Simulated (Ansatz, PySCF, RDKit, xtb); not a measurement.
CH4 (SMILES C) and SiH4 (SMILES [SiH4]) are pulled apart as rigid monomers along the line of their centres of mass, from the B3LYP-D3(BJ)/def2-TZVP minimum. Starting geometry (charge 0, multiplicity 1):
```xyz
10

C      0.0891    -0.0428    -0.0409
H     -0.9528     0.0525     0.2618
H      0.5038    -0.9627     0.3689
H      0.1500    -0.0702    -1.1280
H      0.6554     0.8092     0.3327
Si    -0.0882     0.0429     3.7399
H      0.4402    -1.2682     3.3022
H     -1.4421     0.2440     3.1776
H      0.8090     1.1209     3.2681
H     -0.1601     0.0752     5.2186
```

Interaction energies with rigid monomers; basis-set methods are counterpoise corrected unless marked otherwise.

Correlated levels freeze the cores. Rows in 6-311+G**, 6-31G* carry no dispersion term and start afresh at each structure (6-31G* with six Cartesian d functions).

Programs: Ansatz (a program for electronic structure) with Gaussian orbitals; PySCF for 6-311+G** rows, 6-31G* rows; RDKit for the force fields; xtb for the GFN methods. Each number belongs to the level named beside it.

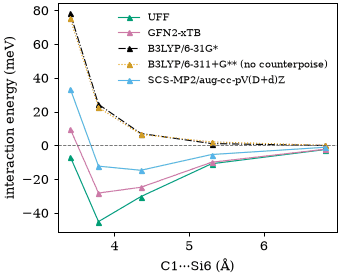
Interaction energy against separation

**Question.** Which level binds most strongly at C1···Si6 = 3.79, and by how much?

**Answer.** UFF, -45 meV.
